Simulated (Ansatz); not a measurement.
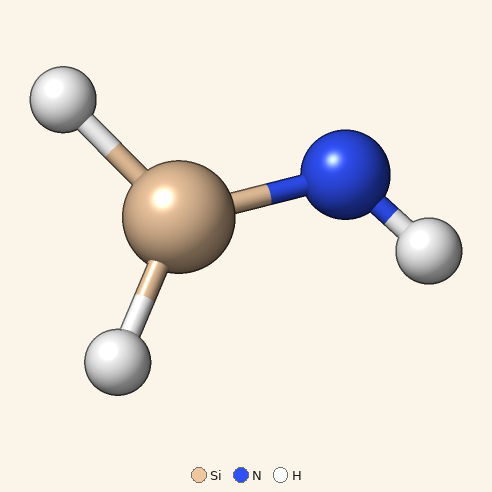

Ball-and-stick drawing of a structure. Every bond is drawn as one stick, whatever its order.

The geometry was computed by an optimisation with PBE0-D4/def2-TZVP.

### Give the formula.

H3NSi, 5 atoms: 3 hydrogen, 1 nitrogen and 1 silicon.

### How many sets of symmetry-equivalent atoms are there?

5: 1 Si, 1 N, 1 H, 1 H, 1 H.
